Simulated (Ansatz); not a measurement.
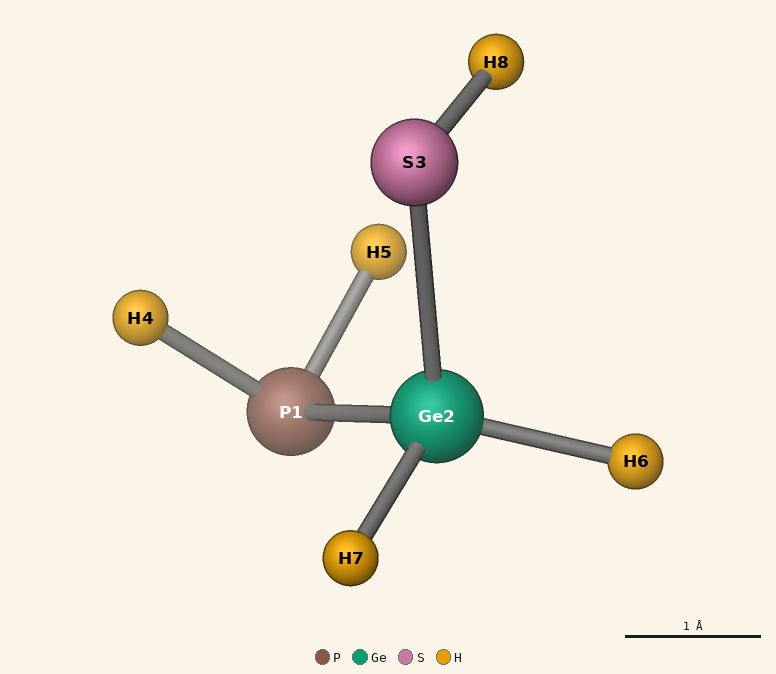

Orthographic view. Depth is shown by fading: the farther an atom, the more it takes the colour of the background. The computed structure is the end point of a PBE0-D4/def2-TZVP optimisation.

Give the distance matrix in Å.

```tsv
atom	P1	Ge2	S3	H4	H5	H6	H7	H8
P1	0.00							
Ge2	2.32	0.00						
S3	3.82	2.23	0.00					
H4	1.42	2.79	3.58	0.00				
H5	1.42	2.78	3.70	2.07	0.00			
H6	3.16	1.54	3.11	4.05	3.32	0.00		
H7	3.18	1.54	3.00	3.41	4.08	2.52	0.00	
H8	3.79	2.69	1.34	3.71	3.17	3.19	3.92	0.00
```
